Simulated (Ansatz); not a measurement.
# FHSSi: atomisation energy

How much energy holds FHSSi together? A script is to give an atomisation energy; the system is FHSSi. SMILES: F[Si]S.

Computed with Ansatz 0.2.0 through its Python package. Level of theory: r2SCAN0/def2-SVPD.

### 1 The structure

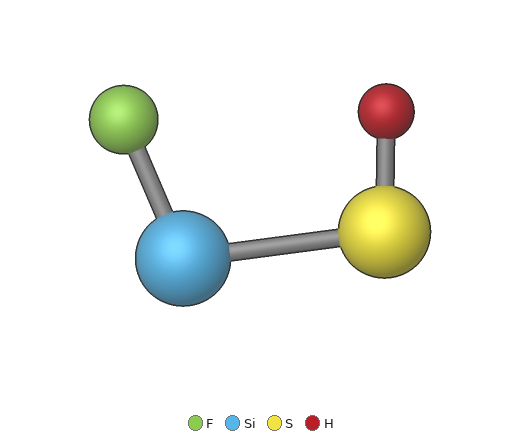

The structure that the script starts from, seen from a chosen angle (fluorine green, silicon blue, sulfur yellow, hydrogen red).

No structure file is read: the coordinates are typed or built in the script.

### 2 The code

File tae_fhssi.py:

```python
# -*- coding: utf-8 -*-
from collections import Counter

import ansatz as az


def energy_of(molecule, charge=0, unpaired=0):
    calc = molecule.calculation().basis(gaussian='def2-SVPD').functional('r2scan0')
    if charge:
        calc = calc.charge(charge)
    if unpaired:
        calc = calc.spin('collinear', total=unpaired)
    report = calc.run().report
    if report['published_state_doubts']:
        print('  doubts:', report['published_state_doubts'])
    return report['free_energy_ev']

GEOMETRY = '''
F    -1.18070    0.03660    1.14930
Si    0.06270    0.94420    0.75540
S     0.97580   -0.02370   -0.91990
H     0.19770   -1.01740   -1.00510
'''


def main():
    mol = az.Crystal.molecule()
    for line in GEOMETRY.strip().splitlines():
        symbol, *xyz = line.split()
        mol = mol.atom(symbol, [float(v) for v in xyz])

    unpaired = {'F': 1, 'Si': 2, 'S': 2, 'H': 1}
    counts = Counter(site.symbol for site in mol.cartesian_sites)
    atom_energy = {s: energy_of(az.Crystal.molecule().atom(s, (0, 0, 0)), 0, unpaired[s]) for s in counts}
    whole = energy_of(mol, 0, 0)
    for s, e in atom_energy.items():
        print(f'{s:2s} x{counts[s]}  {e:14.5f} eV')
    print(f'FHSSi: {whole:.5f} eV')
    split = sum(counts[s] * e for s, e in atom_energy.items()) - whole
    print(f'atomisation energy (no zero-point term): {23.060548 * split:.1f} kcal/mol, {split / sum(counts.values()):.3f} eV an atom')


if __name__ == '__main__':
    main()
```

### 3 The calls as engine input

The package turns the script's settings into the engine's input (first run):

```yaml
crystal:
  periodic: [false, false, false]
  atoms:
    - { symbol: F, position_ang: [0.0, 0.0, 0.0] }
basis:
  gaussian:
    orbitals: def2-SVPD
hamiltonian:
  xc: r2scan0
magnetization:
  spin_polarized: true
  initial_magnetization: 1.0
```

### 4 Running it

On the command line:

```console
python tae_fhssi.py
```

What it wrote:

```text
F  x1     -2710.29840 eV
Si x1     -7870.73857 eV
S  x1    -10828.88280 eV
H  x1       -13.58464 eV
FHSSi: -21436.39260 eV
atomisation energy (no zero-point term): 297.2 kcal/mol, 3.222 eV an atom
```

Wall time 6.4 s (1 thread of Arm Neoverse V1, shared host); peak memory 0.21 GiB.

### 5 Inputs of later runs

The engine's inputs for some of the other runs:

Run 3, against run 1:

```diff
@@ -4 +4 @@
-    - { symbol: F, position_ang: [0.0, 0.0, 0.0] }
+    - { symbol: S, position_ang: [0.0, 0.0, 0.0] }
@@ -12 +12 @@
-  initial_magnetization: 1.0
+  initial_magnetization: 2.0
```

Run 4, against run 1:

```diff
@@ -4 +4 @@
-    - { symbol: F, position_ang: [0.0, 0.0, 0.0] }
+    - { symbol: H, position_ang: [0.0, 0.0, 0.0] }
```

Run 5, against run 1:

```diff
@@ -4 +4,4 @@
-    - { symbol: F, position_ang: [0.0, 0.0, 0.0] }
+    - { symbol: F, position_ang: [-1.1807, 0.0366, 1.1493] }
+    - { symbol: Si, position_ang: [0.0627, 0.9442, 0.7554] }
+    - { symbol: S, position_ang: [0.9758, -0.0237, -0.9199] }
+    - { symbol: H, position_ang: [0.1977, -1.0174, -1.0051] }
@@ -10,3 +12,0 @@
-magnetization:
-  spin_polarized: true
-  initial_magnetization: 1.0
```

### 6 Run by run

One row for each of the 5 runs:

| run | system | unpaired or total moment | energy (eV) | <S²> | SCF cycles | CPU time (s) |
| --- | --- | --- | --- | --- | --- | --- |
| 1 | F | 1 | -2710.2984 | 0.75 | 12 | 0.53 |
| 2 | Si | 2 | -7870.7386 | 2.01 | 12 | 0.78 |
| 3 | S | 2 | -10828.8828 | 2.01 | 13 | 0.81 |
| 4 | H | 1 | -13.5846 | 0.75 | 7 | 0.29 |
| 5 | FHSSi | not set | -21436.3926 | 0.00 | 14 | 3.5 |

Totals carry meaning only in balanced differences at one level of theory.

### 7 Results

```
                         quantity           value
atomisation energy, no zero point  297.2 kcal/mol
                    runs compared               5
```

In words: Zero-point motion and spin-orbit terms of the atoms are left out, and both would lower it. 297.2 kcal/mol from the electronic energies, without the zero-point term. The geometry is a force-field or estimated start, not a minimum of this method, and the basis set is short of its limit. All parts are taken at fixed geometry, without zero-point energy.
